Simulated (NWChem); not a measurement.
# CH4AlFOS (SMILES C[O][Al]([F])[SH]): levels of theory compared

Aim: a comparison of 3 runs (HF/def2-SVP, PBE0/cc-pVDZ, PBE0/def2-SVP) of CH4AlFOS. 

Program for the calculation: NWChem 7.3.0.

### 1 Starting point

CH4AlFOS has 9 atoms, charge 0, and is taken as a singlet. As SMILES, `C[O][Al]([F])[SH]`. The coordinates come from a PBE0-D4/def2-TZVP relaxation. This is one conformer, not always the lowest.

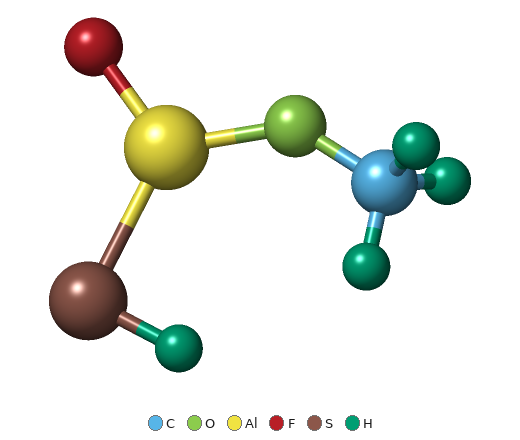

The structure, seen from a chosen angle (carbon blue, oxygen green, aluminium yellow, fluorine red, sulfur brown, hydrogen teal).

### 2 Energy and forces at HF/def2-SVP (run 1)

File geom.nw:

```
start geom
memory stack 880 mb heap 220 mb global 1100 mb

geometry units angstroms noautosym nocenter noautoz
 C     -0.379900    -1.413600     0.124000
 O      0.379800    -0.533400    -0.648200
 Al     0.762100     1.088800    -0.700300
 F      1.761600     1.622100    -1.885300
 S      0.019800     2.558600     0.708100
 H     -0.867800    -0.917900     0.972900
 H      0.258100    -2.209500     0.519500
 H     -1.158700    -1.875100    -0.490600
 H     -0.686500     1.633800     1.382900
end

basis spherical bse
 * library def2-SVP
end

scf
 singlet
 rhf
 thresh 1e-08
 maxiter 80
end

task scf gradient
```

On the command line:

```bash
$ nwchem geom.nw > geom.out
```

The program printed:

```text
[...]
  functions       =    98
[...]
  wavefunction    = RHF
[...]
         Total SCF energy =   -853.747060011776
      One-electron energy =  -1729.323493494551
      Two-electron energy =    601.673645040936
 Nuclear repulsion energy =    273.902788441840
        Time for solution =     12.5s
[...]
                         RHF ENERGY GRADIENTS
    atom               coordinates                        gradient
                 x          y          z           x          y          z
   1 C      -0.717907  -2.671317   0.234326   -0.003910   0.000242   0.005372
   2 O       0.717718  -1.007980  -1.224920    0.007105   0.002568  -0.008844
   3 Al      1.440160   2.057534  -1.323375   -0.002658  -0.000119   0.003530
   4 F       3.328941   3.065325  -3.562700   -0.001466  -0.000646   0.001775
   5 S       0.037417   4.835053   1.338115    0.003146   0.004455  -0.002908
   6 H      -1.639904  -1.734579   1.838514   -0.001207   0.000594   0.001883
   7 H       0.487738  -4.175350   0.981713    0.001597  -0.001457   0.000643
   8 H      -2.189626  -3.543425  -0.927100   -0.001494  -0.000756  -0.001533
   9 H      -1.297297   3.087434   2.613302   -0.001112  -0.004881   0.000081
[...]
```

Wall time 20 s (1 thread of Intel Xeon Platinum 8375C at 2.90GHz (Ice Lake), shared host); peak memory 0.1 GiB.

### 3 Energy and gradient at PBE0/cc-pVDZ (run 2)

File ch4alfos.nw:

```
start ch4alfos
memory 2200 mb

geometry units au noautosym nocenter noautoz
C  -0.71790695 -2.67131685  0.23432604
O   0.71771798 -1.00797991 -1.22492047
Al  1.44016028  2.05753380 -1.32337521
F   3.32894154  3.06532475 -3.56270066
S   0.03741658  4.83505326  1.33811507
H  -1.63990433 -1.73457961  1.83851455
H   0.48773831 -4.17534987  0.98171272
H  -2.18962566 -3.54342546 -0.92709964
H  -1.29729698  3.08743454  2.61330226
end

basis spherical bse
* library cc-pVDZ
end

dft
xc pbe0
mult 1
grid fine
convergence energy 1e-08
iterations 100
mulliken
print medium
end

task dft gradient
```

On the command line:

```bash
$ nwchem ch4alfos.nw > ch4alfos.out
```

The program printed:

```text
[...]
          Wavefunction type:  closed shell.
          No. of atoms     :     9
          No. of electrons :    56
[...]
          Charge           :     0
          Spin multiplicity:     1
[...]
          AO basis - number of functions:    98
[...]
              XC Information
              --------------
                         PBE0 Method XC Functional
                     Hartree-Fock (Exact) Exchange  0.250
          PerdewBurkeErnzerhof Exchange Functional  0.750
            Perdew 1991 LDA Correlation Functional  1.000 local
           PerdewBurkeErnz. Correlation Functional  1.000 non-local
[...]
 d= 0,ls=0.0,diis     1   -855.7696382881 -1.13D+03  1.30D-02  9.70D-01     7.2
[...]
 d= 0,ls=0.0,diis     8   -855.8813064892 -2.76D-09  5.72D-06  1.10D-06    41.6
         Total DFT energy =     -855.881306489191
      One electron energy =    -1729.871797328899
           Coulomb energy =      670.104984687769
    Exchange-Corr. energy =      -70.017262725725
 Nuclear repulsion energy =      273.902768877663
[...]
  wavefunction    = closed shell
                         DFT ENERGY GRADIENTS
    atom               coordinates                        gradient
                 x          y          z           x          y          z
   1 C      -0.717907  -2.671317   0.234326   -0.001881  -0.002742   0.001817
   2 O       0.717718  -1.007980  -1.224920    0.003290   0.019360   0.001099
   3 Al      1.440160   2.057534  -1.323375    0.009873  -0.008805  -0.015698
   4 F       3.328942   3.065325  -3.562701   -0.016848  -0.008659   0.020076
   5 S       0.037417   4.835053   1.338115   -0.001392  -0.008091  -0.000466
   6 H      -1.639904  -1.734580   1.838515    0.002707  -0.002277  -0.004547
   7 H       0.487738  -4.175350   0.981713   -0.003202   0.004354  -0.002037
   8 H      -2.189626  -3.543425  -0.927100    0.004022   0.002642   0.003120
   9 H      -1.297297   3.087435   2.613302    0.003430   0.004219  -0.003366
[...]
```

Wall time 80 s (1 thread of Intel Xeon Platinum 8375C at 2.90GHz (Ice Lake), shared host); peak memory 0.13 GiB.

### 4 Energy and gradient at PBE0/def2-SVP (run 3)

File ch4alfos.xyz:

```xyz
9

C     -0.379900    -1.413600     0.124000
O      0.379800    -0.533400    -0.648200
Al     0.762100     1.088800    -0.700300
F      1.761600     1.622100    -1.885300
S      0.019800     2.558600     0.708100
H     -0.867800    -0.917900     0.972900
H      0.258100    -2.209500     0.519500
H     -1.158700    -1.875100    -0.490600
H     -0.686500     1.633800     1.382900
```

File ch4alfos.nw:

```
start ch4alfos
memory stack 880 mb heap 220 mb global 1100 mb
charge 0
geometry units angstroms noautosym nocenter noautoz
 load format xyz ch4alfos.xyz
end
basis spherical bse
 * library def2-SVP
end
dft
 xc pbe0
 grid fine
 convergence energy 1e-08
 iterations 100
 mulliken
 print medium
end
task dft gradient
```

On the command line:

```bash
$ nwchem ch4alfos.nw > ch4alfos.out
```

The program printed:

```text
[...]
          Wavefunction type:  closed shell.
          No. of atoms     :     9
          No. of electrons :    56
[...]
          Charge           :     0
          Spin multiplicity:     1
[...]
          AO basis - number of functions:    98
[...]
              XC Information
              --------------
                         PBE0 Method XC Functional
                     Hartree-Fock (Exact) Exchange  0.250
          PerdewBurkeErnzerhof Exchange Functional  0.750
            Perdew 1991 LDA Correlation Functional  1.000 local
           PerdewBurkeErnz. Correlation Functional  1.000 non-local
[...]
 d= 0,ls=0.0,diis     1   -855.4040592635 -1.13D+03  1.42D-02  9.63D-01     2.1
[...]
 d= 0,ls=0.0,diis     8   -855.5146894796 -4.51D-09  6.63D-06  1.01D-06    13.8
         Total DFT energy =     -855.514689479554
      One electron energy =    -1729.642505568361
           Coulomb energy =      670.213594119112
    Exchange-Corr. energy =      -69.988566472145
 Nuclear repulsion energy =      273.902788441840
[...]
  wavefunction    = closed shell
                         DFT ENERGY GRADIENTS
    atom               coordinates                        gradient
                 x          y          z           x          y          z
   1 C      -0.717907  -2.671317   0.234326   -0.006567  -0.006572   0.007000
   2 O       0.717718  -1.007980  -1.224920    0.004478   0.008917  -0.003477
   3 Al      1.440160   2.057534  -1.323375    0.002780  -0.005141  -0.005156
   4 F       3.328941   3.065325  -3.562700   -0.006319  -0.003039   0.007588
   5 S       0.037417   4.835053   1.338115   -0.001537  -0.002735   0.001248
   6 H      -1.639904  -1.734579   1.838514    0.002965  -0.001841  -0.004761
   7 H       0.487738  -4.175350   0.981713   -0.002601   0.004909  -0.002544
   8 H      -2.189626  -3.543425  -0.927100    0.004487   0.003217   0.002528
   9 H      -1.297297   3.087434   2.613302    0.002314   0.002285  -0.002426
[...]
```

Wall time 23 s (1 thread of Intel Xeon Platinum 8375C at 2.90GHz (Ice Lake), shared host); peak memory 0.13 GiB.

### 5 Overview of the runs

```csv
run,level,iteration cap,module,energy (Eh),dipole moment (D),HOMO energy (eV),LUMO energy (eV),wall time
1,HF/def2-SVP,80,scf,-853.747060,3.32,-10.71,2.45,20 s
2,PBE0/cc-pVDZ,100,dft,-855.881306,3.09,-7.87,-0.52,80 s
3,PBE0/def2-SVP,100,dft,-855.514689,3.09,-7.81,-0.46,23 s
```

### 6 Results

| quantity | value |
| --- | --- |
| run 3: total energy | -855.51469 Eh |
| run 3: dipole moment | 3.09 D |
| run 3: HOMO energy | -7.81 eV |
| run 3: LUMO energy | -0.46 eV |
| run 3: HOMO–LUMO gap | 7.34 eV |
| run 3: largest force on an atom | 0.598 eV/Å |

What this shows: The dipole moment (its size) runs from 3.09 D (PBE0/def2-SVP) to 3.32 D (HF/def2-SVP). The HOMO–LUMO gap runs from 7.34 eV (PBE0/def2-SVP) to 13.17 eV (HF/def2-SVP). Exact exchange widens orbital gaps. All runs together took 2 min, the longest 80 s.
